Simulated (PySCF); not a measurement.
SMILES F[SiH2]O[SiH](F)F at its CAM-B3LYP/def2-SVP optimised geometry (Å):

```
9

Si     1.5144    -0.1633    -0.0572
F      2.0295    -0.4176    -1.5636
O     -0.0822    -0.5457     0.0000
Si    -1.7019    -0.5457     0.0000
F     -2.2167    -1.2112     1.3625
F     -2.2313     0.9669     0.0000
H      2.2574    -1.0695     0.8403
H      1.7004     1.2689     0.2544
H     -2.2574    -1.2689    -1.1451
```

Calculation: CAM-B3LYP/def2-TZVP in PySCF 2.14.0. Cells within 0.4 Å of a nucleus heavier than hydrogen are left out (blank, or x).

Map of the HOMO−1 amplitude (bohr^(-3/2)) on the plane z = 0.0 Å; orbital energy -12.05 eV, overall sign arbitrary:

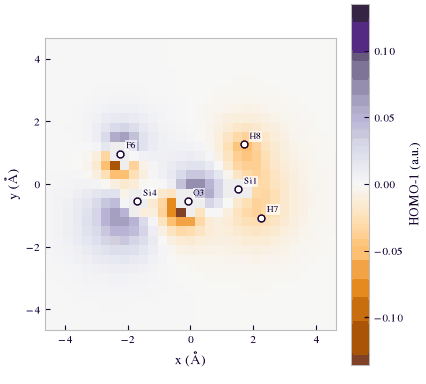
HOMO−1 amplitude (bohr^(-3/2)) on the plane z = 0.0 Å.
